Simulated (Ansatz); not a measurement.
**MP2/def2-SVPD run of BH2ClO (SMILES OBCl)**

What is the vertical singlet–triplet gap of BH2ClO at MP2/def2-SVPD? 

The results are computed with Ansatz 0.2.0.

64 further runs of the same task are left out: 64 set aside as unsound or not needed.

### Step 1. The structure to begin with

BH2ClO has 5 atoms, charge 0, and is taken as a singlet. As SMILES, `OBCl`. The shape is that of a PBE0-D4/def2-TZVP optimisation. This is one conformer, not always the lowest.

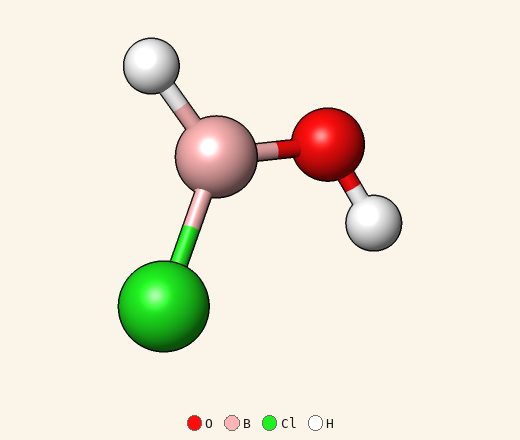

Viewed from a chosen angle; oxygen red, boron pink, chlorine green, hydrogen white.

### Step 2. A single-point energy at MP2/def2-SVPD

in.yaml reads:

```yaml
crystal:
  periodic: [false, false, false]
  atoms:
    - symbol: O
      position_ang: [-0.863300, -0.618600, -0.002900]
    - symbol: B
      position_ang: [0.379000, -0.137200, 0.137900]
    - symbol: Cl
      position_ang: [0.788600, 1.496000, -0.395300]
    - symbol: H
      position_ang: [-1.477700, 0.001200, -0.409700]
    - symbol: H
      position_ang: [1.223300, -0.815100, 0.628600]
basis:
  gaussian:
    orbitals: def2-SVPD
accuracy: high
correlation:
  method: mp2
  frozen_orbitals: {B: 1, Cl: 5, H: 0, O: 1}
```

Command:

```
$ ansatz run in.yaml --threads 1 --pin off --max-ram 3480MiB --events-out events.jsonl --progress --plain --runs-dir runs
```

Log:

```text
Warning: RAYON_NUM_THREADS=1 ignored (pool sized by the plan → 1); use --threads N
Functional definition: HF
  name "HF"
  exchange = exact_x
  correlation = 0
1663 factors; integrals over basis functions are off by at most 3.7e-9 eV
mean field evaluation 1: about -15238.9409 eV, gradient 3.2e1 eV
mean field evaluation 2: about -15238.9441 eV, gradient 3.2e1 eV
mean field evaluation 4: about -15241.0110 eV, gradient 2.6e0 eV
mean field evaluation 8: about -15241.0364 eV, gradient 1.4e-4 eV
mean field -15241.03642933 eV, -560.0977580323 hartree, gradient 4.0e-8 eV, S^2 0.000000; 0 other end points of the search recorded, 0 dependent functions left out
7 core orbitals not correlated: weight in the atoms' cores, before any rotation towards them, 1.000 or more for the frozen orbitals, at most 0.000 for the correlated occupied ones
reference -15241.03642933 eV, -560.0977580323 hartree; 9, 9 occupied and 70, 70 virtual orbitals, 1663 factors
second order -11.65264385 eV of doubles, -0.00000000 eV of singles
Total energy: -15252.68907318 eV, -560.5259847955 hartree
```

Wall time 1.7 s (1 thread of Arm Neoverse V2, shared host); peak memory 0.19 GiB.

### Step 3. The triplet at the same level

molecule.yaml reads:

```yaml
crystal:
  periodic: [false, false, false]
  atoms:
    - symbol: O
      position_ang: [-0.863300, -0.618600, -0.002900]
    - symbol: B
      position_ang: [0.379000, -0.137200, 0.137900]
    - symbol: Cl
      position_ang: [0.788600, 1.496000, -0.395300]
    - symbol: H
      position_ang: [-1.477700, 0.001200, -0.409700]
    - symbol: H
      position_ang: [1.223300, -0.815100, 0.628600]
basis:
  gaussian:
    orbitals: def2-SVPD
total_charge: 0
magnetization:
  spin_polarized: true
  initial_magnetization: 2
correlation:
  method: mp2
  frozen_orbitals: {B: 1, Cl: 5, H: 0, O: 1}
accuracy: high
```

Command:

```
$ ansatz run molecule.yaml --threads 1 --pin off --max-ram 3480MiB --events-out events.jsonl --progress --plain --runs-dir runs
```

Log, cut to the lines that bear on the results:

```text
Warning: RAYON_NUM_THREADS=1 ignored (pool sized by the plan → 1); use --threads N
[... 2 set-up lines as earlier in the session ...]
[...]
1663 factors; integrals over basis functions are off by at most 3.7e-9 eV
[...]
mean field -15233.85158572 eV, -559.8337198996 hartree, gradient 5.1e-8 eV, S^2 2.016223; 11 other end points of the search recorded, 0 dependent functions left out
7 core orbitals not correlated: weight in the atoms' cores, before any rotation towards them, 1.000 or more for the frozen orbitals, at most 0.000 for the correlated occupied ones
reference -15233.85158572 eV, -559.8337198996 hartree; 10, 8 occupied and 69, 71 virtual orbitals, 1663 factors
second order -11.23546668 eV of doubles, -0.00000000 eV of singles
Total energy: -15245.08705240 eV, -560.2466156844 hartree
```

Run time: 9.9 s. Hardware: 1 thread of Arm Neoverse V2, shared host; peak memory 0.31 GiB.

### Step 4. Outcome

At MP2/def2-SVPD, 7 core orbitals frozen:

| quantity | value |
| --- | --- |
| singlet: total energy | -560.52598 Eh |
| singlet: correlation energy (7 core orbitals frozen) | -428.2 mEh |
| triplet: total energy | -560.24662 Eh |
| triplet: correlation energy (7 core orbitals frozen) | -412.9 mEh |
| triplet: ⟨S²⟩ of the reference determinant | 2.016 |
| vertical energy of the triplet above the singlet | 7.602 eV |

**Reading.** At this shape the triplet lies 7.60 eV (175 kcal/mol) above the singlet.
